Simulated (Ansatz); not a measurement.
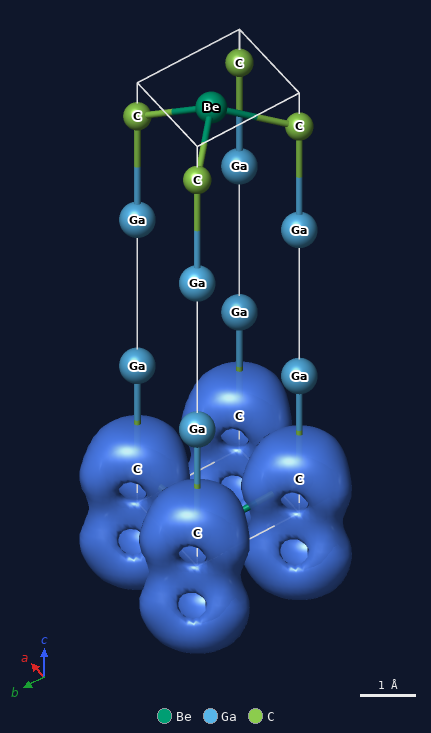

The picture shows: BeGa₂C₂. Isosurface of the ELF at 0.7 (blue), seen at an oblique angle. Core shells and regions of very low density are left out. Sticks mark near contacts.

Space group P-6m2; a structure generated by program, which may or may not match a known phase; changed on purpose from its base cell (the structure that the rattled cell fell into).

Theory: DFT PBE, scalar-relativistic, plane waves, PAW in Ansatz 0.2.0.

Core electrons are frozen (PAW), and the valence fields are smoothed inside the atomic spheres.

**Describe the localisation domains.**

At this value the surface marks out one region between bonded C–C atoms, counted in one cell of 5 atoms. Any copies at cell faces, edges or corners count once. Profiles from the grid: C–C (1.34 Å): the ELF peaks at about 0.85 between the atoms. Be–C (1.85 Å): the ELF peaks at about 0.80 in the valence shell of C, 0.8 Å from its nucleus, and is about 0.75 at the midpoint.
